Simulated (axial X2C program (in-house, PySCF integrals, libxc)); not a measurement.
# ZrB⁺: properties at the nuclei

Wanted for ZrB⁺: properties at the nuclei, at the two-component level.

The runs use an in-house X2C program for linear molecules on PySCF integrals; two-component X2C with atomic mean-field terms, Zr dyall-cv3z, B dyall-v3z.

All values are calculated.

## Step 1: Input

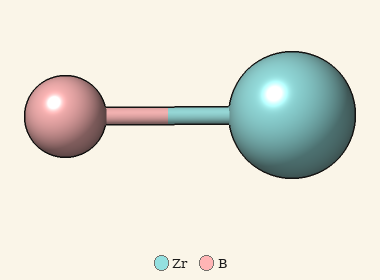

The two atoms at 2.390 Å (zirconium light teal, boron pink).

task.json

```json
{"zs": [40, 5], "q": 1, "bas": ["dyall-cv3z", "dyall-v3z"], "r0": 2.39, "levels": ["PBE0", "HF", "PBE50", "B3LYP", "TPSSh"], "nst": 3}
```

Keys: zs atomic numbers; q charge; bas basis sets; r0 starting distance in Å; levels methods (HF also brings MP2); nst determinants followed.

Command:

```sh
python soeom.py task.json out
```

Nuclei are Gaussian, cores are contracted, and the Gaunt term is on.

## Step 2: Expectation values, lowest determinant

R = 2.147 Å. State: Ω = 4 (excess of +ω over −ω: ω = 3/2, ω = 5/2).

Output of the PBE0 run:

```text
two-component X2C + atomic mean field  PBE0
basis functions 203  fitting functions 1000  grid points 5078
iter        total energy     max residual
   1      -3621.075475528     2.32e-05
   2      -3621.075475558     3.89e-05
   3      -3621.075475577     1.23e-05
   4      -3621.075475590     7.55e-06
   5      -3621.075475593     1.13e-06
   6      -3621.075475593     5.28e-07
converged
one-electron -5085.64459979  Coulomb 1535.45295760  exact exchange -29.17687232  xc functional -89.40317357  nuclear repulsion 49.29457018  atomic mean-field constant -1.59835769
```

The highest occupied spinor is 99% Zr d.

```
level  Eeff magnitude (GV/cm)  Ws magnitude Zr (kHz)  A∥/gI Zr (MHz)  qzz Zr (a.u.)  A∥/gI B (MHz)  qzz B (a.u.)
 PBE0                   0.164                0.00811              65          -0.82           15.8         -0.23
   HF                   0.679                  0.118            66.6          -0.59           11.2         -0.40
PBE50                  0.0455                 0.0386            72.9          -0.64           14.2         -0.29
B3LYP                   0.176                0.00511            78.7          -0.94           20.6         -0.24
TPSSh                   0.191                0.00263            57.5          -0.90           18.8         -0.22
```

Eeff is the effective electric field on the electron dipole moment in this Ω state and Ws the scalar–pseudoscalar constant (defined with the proton number Z and per Ω); A∥ is the parallel hyperfine constant, which follows by multiplying with the nuclear g factor gI = μI/(I μN); qzz is the electric field gradient, eQq0 = 234.96 MHz × Q/barn × qzz. The operators were transformed with the bare-nucleus X2C matrices.

## Step 3: Expectation values, a higher determinant

R = 2.147 Å. State: Ω = 2 (excess of +ω over −ω: ω = 1/2, ω = 3/2), 0.12 eV above the lowest in the PBE0 search for states (made at or near this distance, with looser thresholds).

Output of the PBE0 run:

```text
two-component X2C + atomic mean field  PBE0
basis functions 203  fitting functions 1000  grid points 5078
iter        total energy     max residual
   1      -3621.070928574     1.39e-05
   2      -3621.070928601     9.88e-06
   3      -3621.070928610     8.54e-06
   4      -3621.070928625     5.97e-06
   5      -3621.070928635     3.04e-06
   6      -3621.070928636     1.71e-06
converged
one-electron -5083.18794187  Coulomb 1532.89808718  exact exchange -29.15105325  xc functional -89.32623320  nuclear repulsion 49.29457018  atomic mean-field constant -1.59835769
```

The highest occupied spinor is 54% Zr s, 21% B p, 20% Zr d.

```
level  Eeff magnitude (GV/cm)  Ws magnitude Zr (kHz)  A∥/gI Zr (MHz)  qzz Zr (a.u.)  A∥/gI B (MHz)  qzz B (a.u.)
 PBE0                   0.619                 0.0831            1100          -3.12           43.5         -0.29
   HF                   0.155                 0.0618             941          -3.31           30.2         -0.44
PBE50                   0.165                 0.0352            1060          -3.13           38.2         -0.33
B3LYP                   0.953                  0.163            1150          -3.17           53.5         -0.29
TPSSh                   0.648                 0.0941            1070          -3.14           49.6         -0.28
```

## Step 4: Expectation values, a higher determinant

R = 2.147 Å. State: Ω = 3 (excess of +ω over −ω: 2 × ω = -1/2, ω = 3/2, ω = 5/2), 0.43 eV above the lowest in the PBE0 search for states (made at or near this distance, with looser thresholds).

Output of the PBE0 run:

```text
two-component X2C + atomic mean field  PBE0
basis functions 203  fitting functions 1000  grid points 5078
iter        total energy     max residual
   1      -3621.059569387     8.50e-06
   2      -3621.059569388     8.59e-06
converged
one-electron -5085.60317198  Coulomb 1535.41304587  exact exchange -29.17329544  xc functional -89.39236034  nuclear repulsion 49.29457018  atomic mean-field constant -1.59835769
```

The highest occupied spinor is 99% Zr d.

```
level  Eeff magnitude (GV/cm)  Ws magnitude Zr (kHz)  A∥/gI Zr (MHz)  qzz Zr (a.u.)  A∥/gI B (MHz)  qzz B (a.u.)
 PBE0                   0.332                 0.0345           -59.6          -0.78          -43.3         -0.29
   HF                   0.849                  0.117            -137          -0.63            -54         -0.46
PBE50                   0.502                 0.0618           -80.6          -0.63          -44.1         -0.34
B3LYP                   0.297                 0.0288           -49.7          -0.90          -41.7         -0.29
TPSSh                   0.359                 0.0404           -56.9          -0.84          -43.4         -0.28
```

## Step 5: What came out

| quantity | value |
| --- | --- |
| lowest determinant | Ω = 4 (excess of +ω over −ω: ω = 3/2, ω = 5/2) |
| Eeff magnitude (GV/cm), PBE0 | 0.164 |
| Ws magnitude Zr (kHz), PBE0 | 0.00811 |
| A∥/gI Zr (MHz), PBE0 | 65 |
| qzz Zr (a.u.), PBE0 | -0.82 |
| higher determinant | Ω = 2 (excess of +ω over −ω: ω = 1/2, ω = 3/2) |
| Eeff magnitude (GV/cm), PBE0, higher determinant | 0.619 |
| Ws magnitude Zr (kHz), PBE0, higher determinant | 0.0831 |
| A∥/gI Zr (MHz), PBE0, higher determinant | 1100 |
| qzz Zr (a.u.), PBE0, higher determinant | -3.12 |
| higher determinant | Ω = 3 (excess of +ω over −ω: 2 × ω = -1/2, ω = 3/2, ω = 5/2) |
| Eeff magnitude (GV/cm), PBE0, higher determinant | 0.332 |
| Ws magnitude Zr (kHz), PBE0, higher determinant | 0.0345 |
| A∥/gI Zr (MHz), PBE0, higher determinant | -59.6 |
| qzz Zr (a.u.), PBE0, higher determinant | -0.78 |

**Reading.** In the first state, the effective field runs from 0.0455 to 0.679 GV/cm over the mean-field levels, so the levels don't agree on it. The expectation values come from single determinants, which for open shells can mix terms of unlike spin or miss the lowest Ω, so a determinant need not be a state. Eeff is the effective electric field on the electron dipole moment in this Ω state and Ws the scalar–pseudoscalar constant (defined with the proton number Z and per Ω); A∥ is the parallel hyperfine constant, which follows by multiplying with the nuclear g factor gI = μI/(I μN); qzz is the electric field gradient, eQq0 = 234.96 MHz × Q/barn × qzz. The operators were transformed with the bare-nucleus X2C matrices.
